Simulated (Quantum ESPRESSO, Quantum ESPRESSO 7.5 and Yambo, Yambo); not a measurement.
**A GW chain in Yambo: GaAs (F-43m)**

Wanted: ground state, empty states, screening and self-energy for GaAs (F-43m).

Main program and level: Quantum ESPRESSO 7.5 and Yambo 5.3.0; PBE and many-body steps on it, plane waves.

**Experimental background.**

- Gap 1.51 eV: band-edge emission energy from PL (direct gap at Gamma); photoluminescence, 633 nm excitation; 77 K; bulk crystal (MBE GaAs matrix around a thin InAs wetting layer on semi-insulating GaAs (100)) (“Photoluminescence of InAs/GaAs quantum dots under direct two-photon excitation”, 2020, pmc:7331710).

- Gap 1.42 eV: band-edge photoluminescence emission energy of the GaAs substrate; time-integrated photoluminescence; 300 K; bulk crystal ((001) GaAs substrate beneath GaBiAs epilayers) (“Investigation of the anisotropic electron g factor as a probe of the electronic structure of GaBixAs1-x/GaAs epilayers”, 2014, arxiv:1409.8467).

- Gap 1.412 ± 0.01 eV: direct gap E0 at Gamma from ellipsometry; variable-angle spectroscopic ellipsometry, parametric critical-point fit; 300 K; bulk crystal (semi-insulating GaAs(001) reference substrate with native oxide) (“Evidence of valence band perturbations in GaAsN/GaAs(001): A combined variable-angle spectroscopic ellipsometry and modulated photoreflectance investigation”, 2008, arxiv:0805.2212).

- Gap 1.418 ± 0.005 eV: direct gap E0 at Gamma from PR; modulated photoreflectance, low-field lineshape fit; 300 K; bulk crystal (semi-insulating GaAs(001) reference substrate) (“Evidence of valence band perturbations in GaAsN/GaAs(001): A combined variable-angle spectroscopic ellipsometry and modulated photoreflectance investigation”, 2008, arxiv:0805.2212).

## Step 1: Starting point

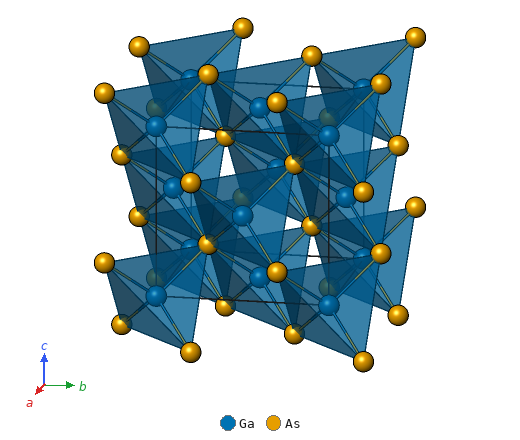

The starting structure, seen slightly off an axis (gallium blue, arsenic orange). This picture shows the conventional cell, with its axes. Some periodic images of atoms are drawn too.

The cell and positions come from the Crystallography Open Database and are kept as given unless a step says otherwise.

## Step 2: Ground state

This step: Quantum ESPRESSO 7.5; DFT, PBE, plane waves, norm-conserving pseudopotentials.

The ground-state density comes first.

Contents of pw.in:

```
&control
  calculation = 'scf'
  prefix = 'x'
  outdir = 'o'
  pseudo_dir = 'pseudo'
/
&system
  ibrav = 0
  nat = 2
  ntyp = 2
  ecutwfc = 104.0
  nbnd = 27
  force_symmorphic = .true.
/
&electrons
  conv_thr = 1e-10
  electron_maxstep = 80
  mixing_beta = 0.5
/
ATOMIC_SPECIES
  Ga 69.723 Ga.upf
  As 74.922 As.upf
CELL_PARAMETERS angstrom
  0.0000000000 2.8268500000 2.8268500000
  2.8268500000 0.0000000000 2.8268500000
  2.8268500000 2.8268500000 0.0000000000
ATOMIC_POSITIONS crystal
  Ga 0.0000000000 0.0000000000 0.0000000000
  As 0.2500000000 0.2500000000 0.2500000000
K_POINTS automatic
  6 6 6 0 0 0
```

Launch:

```console
$ OMP_NUM_THREADS=1 mpirun -n 8 pw.x -nk 8 -in pw.in > pw.out
```

What it wrote:

```text
Program PWSCF v.7.5 starts

     This program is part of the open-source Quantum ESPRESSO suite
     for quantum simulation of materials; please cite
         "P. Giannozzi et al., J. Phys.:Condens. Matter 21 395502 (2009);
         "P. Giannozzi et al., J. Phys.:Condens. Matter 29 465901 (2017);
         "P. Giannozzi et al., J. Chem. Phys. 152 154105 (2020);
     in publications or presentations arising from this work. More details at
     Message from routine setup:
     using ibrav=0 with symmetry is DISCOURAGED, use correct ibrav instead

     G-vector sticks info

     bravais-lattice index     =            0
     lattice parameter (alat)  =       7.5547  a.u.
     unit-cell volume          =     304.8842 (a.u.)^3
     number of atoms/cell      =            2
     number of atomic types    =            2
     number of electrons       =        44.00
     number of Kohn-Sham states=           27
     kinetic-energy cutoff     =     104.0000  Ry
     charge density cutoff     =     416.0000  Ry
     scf convergence threshold =      1.0E-10
     mixing beta               =       0.5000
     number of iterations used =            8  plain     mixing
     Exchange-correlation= PBE
                           (   1   4   3   4   0   0   0)

     celldm(1)=   7.554690  celldm(2)=   0.000000  celldm(3)=   0.000000
     celldm(4)=   0.000000  celldm(5)=   0.000000  celldm(6)=   0.000000

     crystal axes: (cart. coord. in units of alat)
               a(1) = (   0.000000   0.707107   0.707107 )
               a(2) = (   0.707107   0.000000   0.707107 )
               a(3) = (   0.707107   0.707107   0.000000 )

     reciprocal axes: (cart. coord. in units 2 pi/alat)
               b(1) = ( -0.707107  0.707107  0.707107 )
               b(2) = (  0.707107 -0.707107  0.707107 )
               b(3) = (  0.707107  0.707107 -0.707107 )
     Pseudo is Norm-conserving + core correction, Zval = 21.0
     Generated using ONCVPSP code by D. R. Hamann
     Using radial grid of 1902 points,  6 beta functions with:
     Pseudo is Norm-conserving + core correction, Zval = 23.0
     Generated using ONCVPSP code by D. R. Hamann
     Using radial grid of 1358 points,  6 beta functions with:
     Ga               21.00    69.72300     Ga( 1.00)
     As               23.00    74.92200     As( 1.00)

     24 Sym. Ops. (no inversion) found

   Cartesian axes

     site n.     atom                  positions (alat units)
         1        Ga     tau(   1) = (   0.0000000   0.0000000   0.0000000  )
         2        As     tau(   2) = (   0.3535534   0.3535534   0.3535534  )

     number of k points=    16
                       cart. coord. in units 2pi/alat
        k(    1) = (   0.0000000   0.0000000   0.0000000), wk =   0.0092593
        k(    2) = (   0.1178511   0.1178511  -0.1178511), wk =   0.0740741
        k(    3) = (   0.2357023   0.2357023  -0.2357023), wk =   0.0740741
        k(    4) = (  -0.3535534  -0.3535534   0.3535534), wk =   0.0370370
        k(    5) = (   0.2357023   0.0000000  -0.0000000), wk =   0.0555556
        k(    6) = (   0.3535534   0.1178511  -0.1178511), wk =   0.2222222
        k(    7) = (  -0.2357023  -0.4714045   0.4714045), wk =   0.2222222
        k(    8) = (  -0.1178511  -0.3535534   0.3535534), wk =   0.2222222
        k(    9) = (   0.0000000  -0.2357023   0.2357023), wk =   0.1111111
        k(   10) = (   0.4714045   0.0000000  -0.0000000), wk =   0.0555556
     [... 4 further rows ...]
        k(   15) = (  -0.1178511  -0.3535534   0.5892557), wk =   0.2222222
        k(   16) = (  -0.7071068   0.2357023   0.0000000), wk =   0.1111111

     Dense  grid:    43655 G-vectors     FFT dimensions: (  50,  50,  50)

     Initial potential from superposition of free atoms

     starting charge      43.9971, renormalised to      44.0000
     Starting wfcs are   26 randomized atomic wfcs +    1 random wfcs

     per-process dynamical memory:    33.8 Mb

     Self-consistent Calculation

     iteration #  1     ecut=   104.00 Ry     beta= 0.50

     Threshold (ethr) on eigenvalues was too large:
     Diagonalizing with lowered threshold

     total energy              =   -1107.20737878 Ry
     estimated scf accuracy    <       0.05039060 Ry

     iteration #  2     ecut=   104.00 Ry     beta= 0.50

     total energy              =   -1107.21379167 Ry
     estimated scf accuracy    <       0.00645612 Ry

     iteration #  3     ecut=   104.00 Ry     beta= 0.50

     total energy              =   -1107.21415462 Ry
     estimated scf accuracy    <       0.00109591 Ry

     iteration #  4     ecut=   104.00 Ry     beta= 0.50

     total energy              =   -1107.21420482 Ry
     estimated scf accuracy    <       0.00002494 Ry

     iteration #  5     ecut=   104.00 Ry     beta= 0.50

     total energy              =   -1107.21420988 Ry
     estimated scf accuracy    <       0.00000170 Ry

     iteration #  6     ecut=   104.00 Ry     beta= 0.50

     total energy              =   -1107.21421028 Ry
     estimated scf accuracy    <       0.00000013 Ry

     iteration #  7     ecut=   104.00 Ry     beta= 0.50

     total energy              =   -1107.21421032 Ry
     estimated scf accuracy    <       0.00000003 Ry

     iteration #  8     ecut=   104.00 Ry     beta= 0.50

     total energy              =   -1107.21421032 Ry
     estimated scf accuracy    <          6.8E-10 Ry

     iteration #  9     ecut=   104.00 Ry     beta= 0.50

     total energy              =   -1107.21421032 Ry
     estimated scf accuracy    <          2.8E-10 Ry

     iteration # 10     ecut=   104.00 Ry     beta= 0.50

     End of self-consistent calculation

          k = 0.0000 0.0000 0.0000 (  5577 PWs)   bands (ev):

  -174.9302-133.8474-118.3121-118.3121-118.3121 -84.5719 -84.5719 -84.5719
   -25.3230 -25.3230 -25.3230 -25.3139 -25.3139  -4.9669  -4.9669  -4.9669
    -4.8900  -4.8900  -2.8986   9.8275   9.8275   9.8275  10.3456  13.5642
    13.5642  13.5642  17.4293

          k = 0.1179 0.1179-0.1179 (  5468 PWs)   bands (ev):

  -174.9302-133.8474-118.3121-118.3121-118.3121 -84.5717 -84.5717 -84.5717
   -25.3229 -25.3227 -25.3227 -25.3138 -25.3138  -4.9893  -4.9604  -4.9604
    -4.8897  -4.8897  -2.5782   7.1174   9.4474   9.4474  11.4632  14.1115
    14.1115  14.5145  18.7830

          k = 0.2357 0.2357-0.2357 (  5450 PWs)   bands (ev):

  -174.9302-133.8474-118.3121-118.3121-118.3121 -84.5717 -84.5717 -84.5717
   -25.3228 -25.3223 -25.3223 -25.3137 -25.3137  -5.0291  -4.9507  -4.9507
    -4.8878  -4.8878  -1.7513   4.4525   8.9016   8.9016  11.0469  14.5309
    14.5309  17.0827  18.6033

          k =-0.3536-0.3536 0.3536 (  5444 PWs)   bands (ev):

     [... further k-points ...]

     highest occupied, lowest unoccupied level (ev):     9.8275   10.3456

!    total energy              =   -1107.21421032 Ry
     estimated scf accuracy    <          4.4E-12 Ry

     The total energy is the sum of the following terms:
     one-electron contribution =    -990.29940494 Ry
     hartree contribution      =     478.90442238 Ry
     xc contribution           =    -107.04971810 Ry
     ewald contribution        =    -488.76950967 Ry

     convergence has been achieved in  10 iterations

     XML data file, charge density, pseudopotentials, collected wavefunctions

=------------------------------------------------------------------------------=
   JOB DONE.
=------------------------------------------------------------------------------=
```

The job ended after 6.5 s (8 MPI ranks of Arm Neoverse V2, shared host; peak memory 0.61 GiB).

This step gave:

| Item | Value |
| --- | --- |
| total energy | -15064.4168 eV |
| gap | 0.5181 eV |
| k of the valence top | 0, 0, 0 |
| k of the conduction bottom | 0, 0, 0 |
| least direct gap | 0.5181 eV |

The gap is direct, at Γ.

## Step 3: Bands along the symmetry lines

The cheap functional maps the bands first; the places of the edges decide which points the dearer methods must see.

Contents of pw.in:

```
&control
  calculation = 'bands'
  prefix = 'x'
  outdir = 'o'
  pseudo_dir = 'pseudo'
/
&system
  ibrav = 0
  nat = 2
  ntyp = 2
  ecutwfc = 104.0
  nbnd = 28
  force_symmorphic = .true.
/
&electrons
  conv_thr = 1e-9
  electron_maxstep = 80
  diago_full_acc = .true.
  diago_thr_init = 5e-6
/
ATOMIC_SPECIES
  Ga 69.723 Ga.upf
  As 74.922 As.upf
CELL_PARAMETERS angstrom
  0.0000000000 2.8268500000 2.8268500000
  2.8268500000 0.0000000000 2.8268500000
  2.8268500000 2.8268500000 0.0000000000
ATOMIC_POSITIONS crystal
  Ga 0.0000000000 0.0000000000 0.0000000000
  As 0.2500000000 0.2500000000 0.2500000000
K_POINTS crystal
  50
  0.00000000 0.00000000 0.00000000 1
  -0.06250000 -0.06250000 0.00000000 1
  -0.12500000 -0.12500000 0.00000000 1
  -0.18750000 -0.18750000 0.00000000 1
  -0.25000000 -0.25000000 0.00000000 1
  -0.31250000 -0.31250000 0.00000000 1
  -0.37500000 -0.37500000 0.00000000 1
  -0.43750000 -0.43750000 0.00000000 1
  -0.50000000 -0.50000000 0.00000000 1
  -0.48437500 -0.48437500 0.03125000 1
  -0.46875000 -0.46875000 0.06250000 1
  -0.45312500 -0.45312500 0.09375000 1
  -0.43750000 -0.43750000 0.12500000 1
  -0.42187500 -0.42187500 0.15625000 1
  -0.40625000 -0.40625000 0.18750000 1
  -0.39062500 -0.39062500 0.21875000 1
  -0.37500000 -0.37500000 0.25000000 1
  -0.37500000 0.00000000 0.37500000 1
  -0.32812500 0.00000000 0.32812500 1
  -0.28125000 0.00000000 0.28125000 1
  -0.23437500 0.00000000 0.23437500 1
  -0.18750000 0.00000000 0.18750000 1
  -0.14062500 0.00000000 0.14062500 1
  -0.09375000 0.00000000 0.09375000 1
  -0.04687500 0.00000000 0.04687500 1
  0.00000000 0.00000000 0.00000000 1
  0.00000000 0.00000000 0.06250000 1
  0.00000000 0.00000000 0.12500000 1
  0.00000000 0.00000000 0.18750000 1
  0.00000000 0.00000000 0.25000000 1
  0.00000000 0.00000000 0.31250000 1
  0.00000000 0.00000000 0.37500000 1
  0.00000000 0.00000000 0.43750000 1
  -0.00000000 -0.00000000 0.50000000 1
  -0.06250000 -0.03125000 0.46875000 1
  -0.12500000 -0.06250000 0.43750000 1
  -0.18750000 -0.09375000 0.40625000 1
  -0.25000000 -0.12500000 0.37500000 1
  -0.31250000 -0.15625000 0.34375000 1
  -0.37500000 -0.18750000 0.31250000 1
  -0.43750000 -0.21875000 0.28125000 1
  -0.50000000 -0.25000000 0.25000000 1
  -0.50000000 -0.28125000 0.21875000 1
  -0.50000000 -0.31250000 0.18750000 1
  -0.50000000 -0.34375000 0.15625000 1
  -0.50000000 -0.37500000 0.12500000 1
  -0.50000000 -0.40625000 0.09375000 1
  -0.50000000 -0.43750000 0.06250000 1
  -0.50000000 -0.46875000 0.03125000 1
  -0.50000000 -0.50000000 0.00000000 1
```

What it wrote:

```text
[banner, memory and clock lines left out]
Program PWSCF v.7.5 starts

     Atomic positions and unit cell read from directory:
     o/x.save/

     Message from routine setup:
     using ibrav=0 with symmetry is DISCOURAGED, use correct ibrav instead

     G-vector sticks info

     bravais-lattice index     =            0
     lattice parameter (alat)  =       7.5547  a.u.
     unit-cell volume          =     304.8842 (a.u.)^3
     number of atoms/cell      =            2
     number of atomic types    =            2
     number of electrons       =        44.00
     number of Kohn-Sham states=           28
     kinetic-energy cutoff     =     104.0000  Ry
     charge density cutoff     =     416.0000  Ry
     Exchange-correlation= PBE
                           (   1   4   3   4   0   0   0)

     celldm(1)=   7.554690  celldm(2)=   0.000000  celldm(3)=   0.000000
     celldm(4)=   0.000000  celldm(5)=   0.000000  celldm(6)=   0.000000

     crystal axes: (cart. coord. in units of alat)
               a(1) = (   0.000000   0.707107   0.707107 )
               a(2) = (   0.707107   0.000000   0.707107 )
               a(3) = (   0.707107   0.707107   0.000000 )

     reciprocal axes: (cart. coord. in units 2 pi/alat)
               b(1) = ( -0.707107  0.707107  0.707107 )
               b(2) = (  0.707107 -0.707107  0.707107 )
               b(3) = (  0.707107  0.707107 -0.707107 )
     Pseudo is Norm-conserving + core correction, Zval = 21.0
     Generated using ONCVPSP code by D. R. Hamann
     Using radial grid of 1902 points,  6 beta functions with:
     Pseudo is Norm-conserving + core correction, Zval = 23.0
     Generated using ONCVPSP code by D. R. Hamann
     Using radial grid of 1358 points,  6 beta functions with:
     Ga               21.00    69.72300     Ga( 1.00)
     As               23.00    74.92200     As( 1.00)

     24 Sym. Ops. (no inversion) found

   Cartesian axes

     site n.     atom                  positions (alat units)
         1        Ga     tau(   1) = (   0.0000000   0.0000000   0.0000000  )
         2        As     tau(   2) = (   0.3535534   0.3535534   0.3535534  )

     number of k points=    50
                       cart. coord. in units 2pi/alat
        k(    1) = (   0.0000000   0.0000000   0.0000000), wk =   0.0400000
        k(    2) = (   0.0000000   0.0000000  -0.0883883), wk =   0.0400000
        k(    3) = (   0.0000000   0.0000000  -0.1767767), wk =   0.0400000
[...]
[... 38 further rows ...]
        k(   49) = (   0.0441942  -0.0000000  -0.7071068), wk =   0.0400000
        k(   50) = (   0.0000000   0.0000000  -0.7071068), wk =   0.0400000

     Dense  grid:    43655 G-vectors     FFT dimensions: (  50,  50,  50)

     The potential is recalculated from file :
     o/x.save/charge-density

     Starting wfcs are   26 randomized atomic wfcs +    2 random wfcs

     Band Structure Calculation

     End of band structure calculation

          k = 0.0000 0.0000 0.0000 (  5577 PWs)   bands (ev):

  -174.9302-133.8473-118.3121-118.3121-118.3121 -84.5719 -84.5719 -84.5719
   -25.3230 -25.3230 -25.3230 -25.3139 -25.3139  -4.9669  -4.9669  -4.9669
    -4.8900  -4.8899  -2.8987   9.8275   9.8275   9.8275  10.3456  13.5642
    13.5642  13.5642  17.4293  19.9896

          k = 0.0000 0.0000-0.0884 (  5493 PWs)   bands (ev):

  -174.9302-133.8473-118.3121-118.3121-118.3121 -84.5718 -84.5718 -84.5716
   -25.3230 -25.3229 -25.3229 -25.3139 -25.3139  -4.9724  -4.9645  -4.9645
[...]
13.8379  13.8379  17.7842  19.1099

          k = 0.0000 0.0000-0.1768 (  5481 PWs)   bands (ev):

  -174.9302-133.8473-118.3121-118.3121-118.3121 -84.5717 -84.5717 -84.5717
[...]
14.5248  14.5248  17.8744  18.7335

          k =-0.0000 0.0000-0.2652 (  5457 PWs)   bands (ev):

[...]
k = 0.0000 0.0000-0.3536 (  5457 PWs)   bands (ev):

[...]
k = 0.0000-0.0000-0.4419 (  5465 PWs)   bands (ev):

[...]
k =-0.0000 0.0000-0.5303 (  5482 PWs)   bands (ev):

[...]
k = 0.0000-0.0000-0.6187 (  5458 PWs)   bands (ev):

[...]
k = 0.5303-0.0000-0.5303 (  5452 PWs)   bands (ev):

[...]
k = 0.0000 0.0000 0.0000 (  5577 PWs)   bands (ev):

[...]
k = 0.1326 0.0000-0.7071 (  5460 PWs)   bands (ev):

[...]
k = 0.0884-0.0000-0.7071 (  5456 PWs)   bands (ev):

[...]
k = 0.0442-0.0000-0.7071 (  5458 PWs)   bands (ev):

  -174.9302-133.8473-118.3121-118.3121-118.3121 -84.5718 -84.5717 -84.5717
[...]
19.8360  19.8531  20.8126  22.7122

          k = 0.0000 0.0000-0.7071 (  5434 PWs)   bands (ev):

  -174.9302-133.8473-118.3121-118.3121-118.3121 -84.5717 -84.5717 -84.5717
   -25.3239 -25.3212 -25.3212 -25.3144 -25.3129  -5.0786  -4.9169  -4.9169
    -4.9153  -4.8771  -0.3967   3.0132   7.1516   7.1516  11.2971  11.4903
    20.0046  20.0046  20.8150  23.1524

     XML data file, pseudopotentials, collected wavefunctions
```

It took 4.2 s on 8 MPI ranks; peak memory 0.53 GiB; 33 s of CPU time.

This step gave:

* gap: 0.5181 eV
* k of the valence top: 0, 0, 0
* k of the conduction bottom: 0, 0, 0
* least direct gap: 0.5181 eV

The gap is 0.518 eV, as in the run before at this level.

The electronic bands at the labelled points (eV, zero at the top of the highest filled band):

| point | band 19 | band 20 | band 21 | band 22 | band 23 | band 24 | band 25 | band 26 |
| --- | --- | --- | --- | --- | --- | --- | --- | --- |
| Γ | -12.73 | 0.00 | 0.00 | 0.00 | 0.52 | 3.74 | 3.74 | 3.74 |
| X | -10.22 | -6.81 | -2.68 | -2.68 | 1.47 | 1.66 | 10.18 | 10.18 |
| U | -10.26 | -6.63 | -3.86 | -2.26 | 1.97 | 4.64 | 7.96 | 8.07 |
| jump to K | -10.26 | -6.63 | -3.86 | -2.26 | 1.97 | 4.64 | 7.96 | 8.07 |
| Γ | -12.73 | 0.00 | 0.00 | 0.00 | 0.52 | 3.74 | 3.74 | 3.74 |
| L | -10.96 | -6.63 | -1.14 | -1.14 | 1.00 | 4.64 | 4.64 | 7.76 |
| W | -10.17 | -6.63 | -3.53 | -3.34 | 4.62 | 4.73 | 5.42 | 6.05 |
| X | -10.22 | -6.81 | -2.68 | -2.68 | 1.47 | 1.66 | 10.18 | 10.18 |

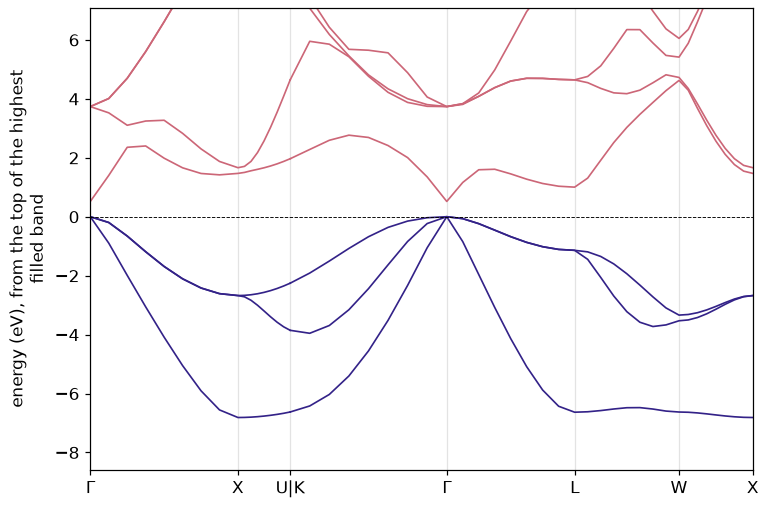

Electronic bands along the path; lines of filled and empty bands in two colours.

(Part 1 of 3 ends here.)

[Paths, hosts, dates, memory and timing lines, banners, echoed tables and standing remarks are left out of the program output.]

[Logs are printed without paths, hosts, clocks, repeated set-up lines and the standing remarks that a program may print on its own settings, such as how far it seeks lower states.]

[Runs of the session that timed out or met a known fault of the program may be left out.]

[Hosts, paths, dates, database ids (printed as entryN), source tags and the programs' standing remarks are cut or masked in the printed files.]
